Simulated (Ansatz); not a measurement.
```xyz
5
Lattice="5.0689 0.0000 0.0000 -2.5344 4.3898 0.0000 0.0000 0.0000 4.6531" Properties=species:S:1:pos:R:3 pbc="T T T"
Cu    2.5344    0.0000    2.3266
Cu   -1.2672    2.1949    2.3266
Cu    1.2672    2.1949    2.3266
W     0.0000    0.0000    2.3266
W     0.0000    0.0000    0.0000
```

Space group P6/mmm; a structure generated by program, which may or may not match a known phase; computed without spin polarisation.

Level of theory: DFT PBE, scalar-relativistic, plane waves, PAW in Ansatz.

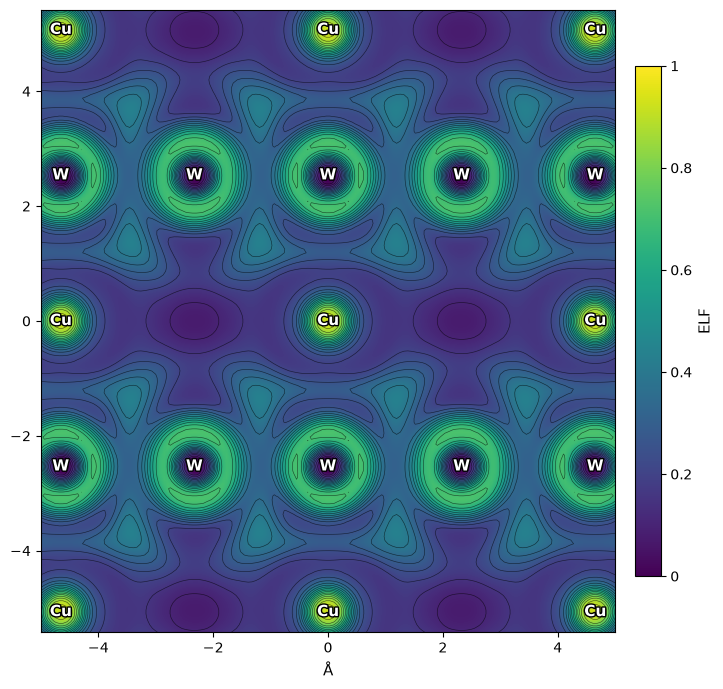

Cu₃W₂. ELF on the (11̄0) plane of the conventional cell.

Core electrons are frozen (PAW), and the valence fields are smoothed inside the atomic spheres.

> Read the bonding off the picture.

- The section cuts through Cu and W sites.
- W–W (2.33 Å): the ELF is about 0.30 at the midpoint.
- Cu–W (2.53 Å): the ELF is about 0.30 at the midpoint; no shared electron pair shows on this line.
- The features right at Cu and W lie inside the PAW spheres, where the map follows smoothed inner orbitals and isn't to be read closely.
